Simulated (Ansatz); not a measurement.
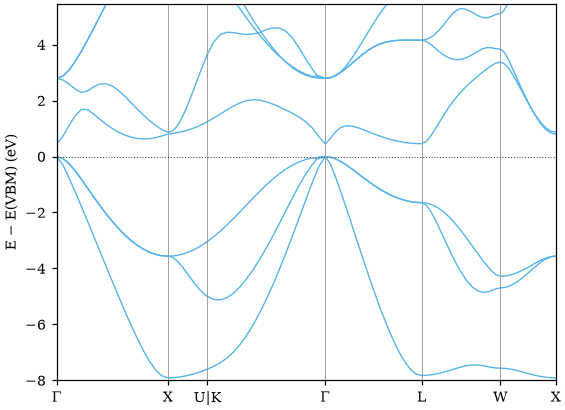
Band structure from plane-wave PAW PBEsol (Ansatz code)

Question: Read off the gap and where the band edges lie.

Answer: About 0.4 eV (0.45 eV by a search for the band edges); maximum at Γ, minimum at Γ.

The material is BiB (zinc blende, F-43m).

The cell is a constructed one: a structure type filled with these elements; neither database checked (COD, Materials Project) lists it. Whether it is the stable phase at ambient conditions was not checked. Symmetry was held in the PBEsol relaxation; of distortions, only those at the zone centre were tested. Scalar-relativistic: spin–orbit coupling is off unless named, which matters more the heavier the elements.

Potentials: the later of the program's two PAW sets.
